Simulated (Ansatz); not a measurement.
# CH5Sb (SMILES [CH3][SbH2]): levels of theory compared

Aim: a comparison of 6 runs (PBE0/def2-SVP, CAM-B3LYP/def2-SVPD, PBE0/def2-SVPD, B3LYP/def2-TZVP, PBE/def2-TZVP, BCCD(T)/def2-TZVP) of CH5Sb. 

The results are computed with Ansatz 0.2.0.

## (1) The structure to begin with

CH5Sb has 7 atoms, charge 0, and is taken as a singlet. SMILES: `[CH3][SbH2]`. The coordinates come from a PBE0-D4/def2-TZVP relaxation.

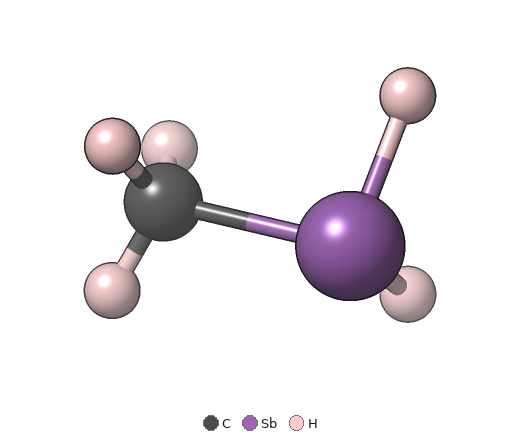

The structure, seen from a chosen angle (carbon dark grey, antimony purple, hydrogen pink).

## (2) Energy and gradient at PBE0/def2-SVP (core potential) (run 1)

Contents of input.yaml:

```yaml
crystal:
  periodic: [false, false, false]
  atoms:
    - symbol: C
      position_ang: [-0.610500, -0.478700, -0.404800]
    - symbol: Sb
      position_ang: [0.668300, 0.179800, 1.208900]
    - symbol: H
      position_ang: [-0.439300, -1.541500, -0.574800]
    - symbol: H
      position_ang: [-1.649200, -0.331800, -0.109300]
    - symbol: H
      position_ang: [-0.405800, 0.077200, -1.317100]
    - symbol: H
      position_ang: [0.411600, 1.843100, 0.900200]
    - symbol: H
      position_ang: [2.086100, 0.183800, 0.251100]
basis:
  gaussian: {orbitals: def2-SVP}
output: {forces: true, orbitals: {seedname: orbitals}}
hamiltonian: {xc: pbe0}
accuracy: high
```

On the command line:

```console
$ ansatz run input.yaml --threads 1 --pin off --max-ram 2610MiB --events-out events.jsonl --progress --plain --runs-dir runs
```

Output:

```text
Warning: RAYON_NUM_THREADS=1 ignored (pool sized by the plan → 1); use --threads N
Functional definition: PBE0
  name "PBE0"
  parameter a = 0.25
  parameter kappa = 0.804
  parameter beta = 0.06672455060314922
  exchange = (1 - a)*pbe_x(kappa = kappa, mu = beta*pi^2/3) + a*exact_x
  correlation = pbe_c(beta = beta)
1618 factors; integrals over basis functions are off by at most 3.2e-9 eV
mean field evaluation 1: about -7649.1935 eV, gradient 4.0e1 eV
mean field evaluation 2: about -7645.7721 eV, gradient 5.0e1 eV
mean field evaluation 4: about -7653.3320 eV, gradient 9.1e-1 eV
mean field evaluation 8: about -7653.4305 eV, gradient 8.0e-2 eV
mean field evaluation 16: about -7653.4306 eV, gradient 6.2e-6 eV
mean field -7653.43055739 eV, -281.2583853024 hartree, gradient 3.5e-8 eV, S^2 0.000000; 0 other end points of the search recorded, 0 dependent functions left out
the calculation of the forces begins
reference -7653.43055953 eV, -281.2583853812 hartree; 17, 17 occupied and 48, 48 virtual orbitals, 1618 factors
Total energy: -7653.43055953 eV, -281.2583853812 hartree
Atom 0 at    -0.610500    -0.478700    -0.404800 Å, force     0.096632     0.058717     0.100161 eV/Å
Atom 1 at     0.668300     0.179800     1.208900 Å, force     0.055405    -0.047708     0.268603 eV/Å
Atom 2 at    -0.439300    -1.541500    -0.574800 Å, force     0.038842    -0.305155    -0.058718 eV/Å
Atom 3 at    -1.649200    -0.331800    -0.109300 Å, force    -0.302044     0.035448     0.072744 eV/Å
Atom 4 at    -0.405800     0.077200    -1.317100 Å, force     0.043777     0.154321    -0.286242 eV/Å
Atom 5 at     0.411600     1.843100     0.900200 Å, force    -0.015709     0.101065    -0.029073 eV/Å
Atom 6 at     2.086100     0.183800     0.251100 Å, force     0.083096     0.003312    -0.067475 eV/Å
Dipole moment:    -0.101167    -0.066050    -0.092156 e Å
```

Wall time 6.6 s (1 thread of Arm Neoverse V2, shared host).

## (3) Energy and gradient at CAM-B3LYP/def2-SVPD (core potential) (run 2)

Contents of in.yaml:

```yaml
crystal:
  periodic: [false, false, false]
  atoms:
    - {symbol: C, position_ang: [-0.610500, -0.478700, -0.404800]}
    - {symbol: Sb, position_ang: [0.668300, 0.179800, 1.208900]}
    - {symbol: H, position_ang: [-0.439300, -1.541500, -0.574800]}
    - {symbol: H, position_ang: [-1.649200, -0.331800, -0.109300]}
    - {symbol: H, position_ang: [-0.405800, 0.077200, -1.317100]}
    - {symbol: H, position_ang: [0.411600, 1.843100, 0.900200]}
    - {symbol: H, position_ang: [2.086100, 0.183800, 0.251100]}
basis:
  gaussian: {orbitals: def2-SVPD}
hamiltonian: {xc: {name: CAM-B3LYP}}
accuracy: high
output: {forces: true, orbitals: {seedname: orbitals}}
```

On the command line:

```console
$ ansatz run in.yaml --threads 1 --pin off --max-ram 2610MiB --events-out events.jsonl --progress --plain --runs-dir runs
```

Output, shortened:

```text
Warning: RAYON_NUM_THREADS=1 ignored (pool sized by the plan → 1); use --threads N
Functional definition: CAM-B3LYP
  name "CAM-B3LYP"
[...]
2060 factors; integrals over basis functions are off by at most 3.3e-9 eV
506 factors; integrals over basis functions are off by at most 2.0e-9 eV
[...]
mean field -7653.67028800 eV, -281.2671952401 hartree, gradient 5.0e-8 eV, S^2 0.000000; 0 other end points of the search recorded, 0 dependent functions left out
[...]
reference -7653.67030688 eV, -281.2671959338 hartree; 17, 17 occupied and 75, 75 virtual orbitals, 2060 factors
Total energy: -7653.67030688 eV, -281.2671959338 hartree
Atom 0 at    -0.610500    -0.478700    -0.404800 Å, force     0.099531     0.046950     0.136796 eV/Å
Atom 1 at     0.668300     0.179800     1.208900 Å, force     0.120172     0.056893     0.168408 eV/Å
Atom 2 at    -0.439300    -1.541500    -0.574800 Å, force     0.002851    -0.233310    -0.079274 eV/Å
Atom 3 at    -1.649200    -0.331800    -0.109300 Å, force    -0.245129     0.014405     0.016436 eV/Å
Atom 4 at    -0.405800     0.077200    -1.317100 Å, force     0.008660     0.100478    -0.237394 eV/Å
Atom 5 at     0.411600     1.843100     0.900200 Å, force    -0.007652     0.021689     0.003257 eV/Å
Atom 6 at     2.086100     0.183800     0.251100 Å, force     0.021567    -0.007104    -0.008229 eV/Å
Dipole moment:    -0.100537    -0.075586    -0.066210 e Å
```

It took 12 s on 1 thread of Arm Neoverse V2, shared host; peak memory 0.35 GiB.

Runs 3 to 5 aren't shown in full; the table further down has their settings and results.

## (4) The energy at BCCD(T)/def2-TZVP (density fitting with def2-universal-jkfit, core potential) (run 6)

in.yaml, as its differences from that of step 3:

```diff
@@ -11,5 +11,3 @@
 basis:
-  gaussian: {orbitals: def2-SVPD}
-hamiltonian: {xc: {name: CAM-B3LYP}}
-accuracy: high
-output: {forces: true, orbitals: {seedname: orbitals}}
+  gaussian: {orbitals: def2-TZVP, fitting: {mean_field: def2-universal-jkfit}}
+correlation: {method: bccd_t}
```

On the command line:

```console
$ ansatz run in.yaml --threads 1 --pin off --max-ram 2610MiB --events-out events.jsonl --progress --plain --runs-dir runs
```

Output, shortened:

```text
Warning: RAYON_NUM_THREADS=1 ignored (pool sized by the plan → 1); use --threads N
Functional definition: HF
  name "HF"
[...]
383 factors; integrals over basis functions are off by at most 6.9e-1 eV
[...]
mean field -7620.06790902 eV, -280.0323305889 hartree, gradient 2.3e-6 eV, S^2 0.000000; 0 other end points of the search recorded, 0 dependent functions left out
5 core orbitals not correlated: weight in the atoms' cores, before any rotation towards them, 1.000 or more for the frozen orbitals, at most 0.000 for the correlated occupied ones
reference -7620.06790902 eV, -280.0323305889 hartree; 12, 12 occupied and 94, 94 virtual orbitals, 383 factors
second order -14.36630931 eV of doubles, -0.00000000 eV of singles
cycle   1  -14.49539762 eV  change   -1.3e-1 eV  update   8.9e-2
[...]
cycle   9  -14.91126339 eV  change   -1.1e-5 eV  update   1.5e-5
perturbative correction -0.48916178 eV, -0.0179763637 hartree
Total energy: -7635.46833419 eV, -280.5982857752 hartree
```

It took 19 s on 1 thread of Arm Neoverse V2, shared host; peak memory 0.5 GiB.

## (5) Overview of the runs

```
run                                                                          level  core potential      task  accuracy  energy (Eh)  dipole moment (D)  HOMO energy (eV)  LUMO energy (eV)  wall time
  1                                                 PBE0/def2-SVP (core potential)        def2-SVP  gradient      high  -281.258385               0.73             -6.96              0.12      6.6 s
  2                                           CAM-B3LYP/def2-SVPD (core potential)       def2-SVPD  gradient      high  -281.267196               0.68             -8.24              0.57       12 s
  3                                                PBE0/def2-SVPD (core potential)       def2-SVPD  gradient      high  -281.260808               0.73             -6.99             -0.24       10 s
  4                                               B3LYP/def2-TZVP (core potential)       def2-TZVP  gradient      high  -281.452545               0.73             -6.88             -0.46       13 s
  5                                                 PBE/def2-TZVP (core potential)       def2-TZVP  gradient      high  -281.291526               0.76             -6.03             -0.94       11 s
  6  BCCD(T)/def2-TZVP (density fitting with def2-universal-jkfit, core potential)       def2-TZVP    energy    medium  -280.598286                  –                 –                 –       19 s
```

## (6) Outcome

| quantity | value |
| --- | --- |
| run 6: total energy | -280.59829 Eh |
| run 6: correlation energy (5 core orbitals frozen) | -566.0 mEh |
| run 6: (T) correction | -17.98 mEh |
| run 6: T1 diagnostic | 0.013 |

Among the runs that give it from their own density at one geometry, the dipole moment runs from 0.68 D (CAM-B3LYP/def2-SVPD) to 0.76 D (PBE/def2-TZVP). Basis or surroundings differ between these two runs. Among the runs that give it from their own density at one geometry, the HOMO–LUMO gap runs from 5.09 eV (PBE/def2-TZVP) to 8.82 eV (CAM-B3LYP/def2-SVPD). Totals of different functionals can't be ranked against each other. All runs together took 72 s, the longest 19 s.
